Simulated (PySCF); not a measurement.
## Electronic structure of C₄H₂NO₂ (SMILES N#C/C=C/C([O])=O) (doublet) in real space

```xyz
9

N     3.2066   -0.0549    0.2244
C     2.0853   -0.2225    0.0749
C     0.7047   -0.4643   -0.1225
C    -0.1919    0.4577    0.1535
C    -1.8185    0.1361   -0.0933
O    -1.9527   -0.9748   -0.5186
O    -2.4234    1.1203    0.2282
H     0.4439   -1.4426   -0.5086
H    -0.0403    1.4511    0.5368
```

Geometry: GFN2-xTB.

Method: UKS B3LYP, pcH-1 on C H N O, non-relativistic, mean-field spin-orbit, GIAO in PySCF 2.14.0, density-fitted response routines.

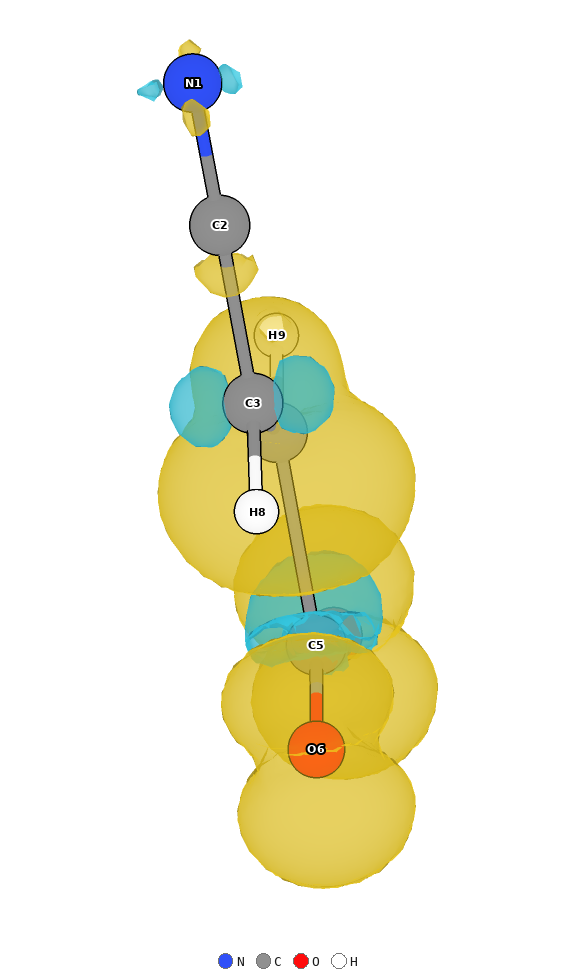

Figure 1. Isosurfaces of the spin density at +0.03 (yellow) and −0.03 e/Å³ (cyan), seen at an oblique angle.

### Describe the spin distribution.

The unpaired spin (1 electron) lies mostly on O7 (about 0.3), C4 (about 0.3) and O6 (about 0.3), in electrons by Hirshfeld's partition.

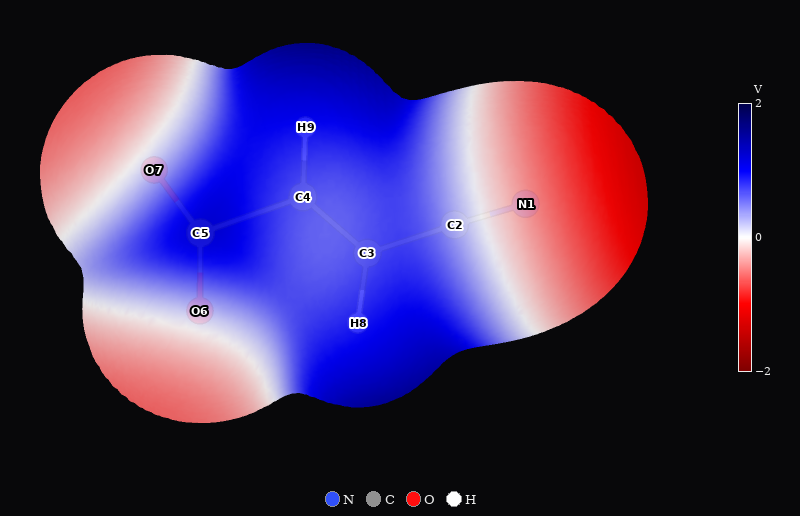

Figure 2. The molecular electrostatic potential painted on the density surface at 0.001 e/bohr³, seen across its widest extent; red is negative and blue positive.

### Where is the surface potential most negative and most positive?

The most negative region (about −1.3 V) lies over N1, the most positive (about +1.6 V) over H9. N1 is the likeliest acceptor of a hydrogen bond.

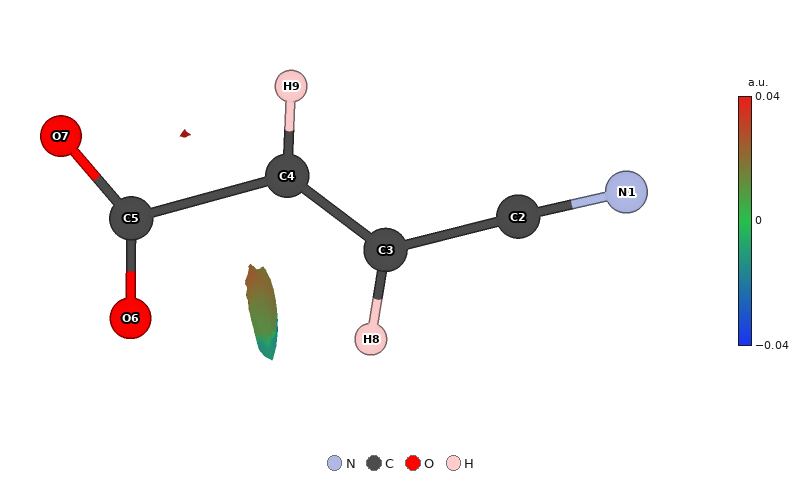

Figure 3. Non-covalent interaction (NCI) plot: the surface where the reduced density gradient is 0.6, for densities under 0.05 a.u., coloured by sign(λ₂)ρ; seen at a tilt.

### What holds or crowds the atoms apart from the covalent bonds?

Between O6 and C5 on one side and C3 and H8 on the other: a weak contact, attractive (blue-green) on one side and crowded (olive to red) on the other.
